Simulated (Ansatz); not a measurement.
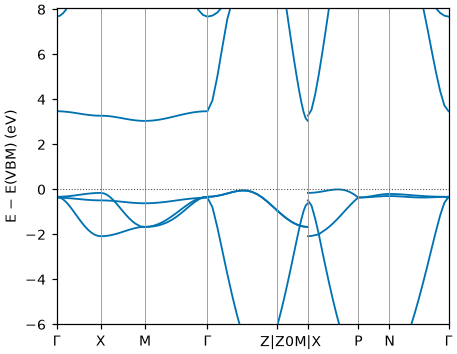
Band structure from plane-wave PAW r²SCAN+D4 (Ansatz code)

Task: Read off the gap and where the band edges lie.

Result: About 3.0 eV (3.04 eV by a search for the band edges); maximum on the X–P line, 60 % of the way from X, minimum at M.

The material is HCl in space group I4/mmm (No. 139; H on 2a, Cl on 2b).

The workflow started from an entry of the Crystallography Open Database (COD); the relaxed space group is not among those it files for this formula. COD files the formula under space group No. 36, 69, 225, so this cell is another polymorph or a model. Symmetry was held in the r²SCAN+D4 relaxation; whether a distortion lowers the energy is not shown. The substance is a gas or liquid at ambient conditions.

Potentials: the later of the program's two PAW sets.
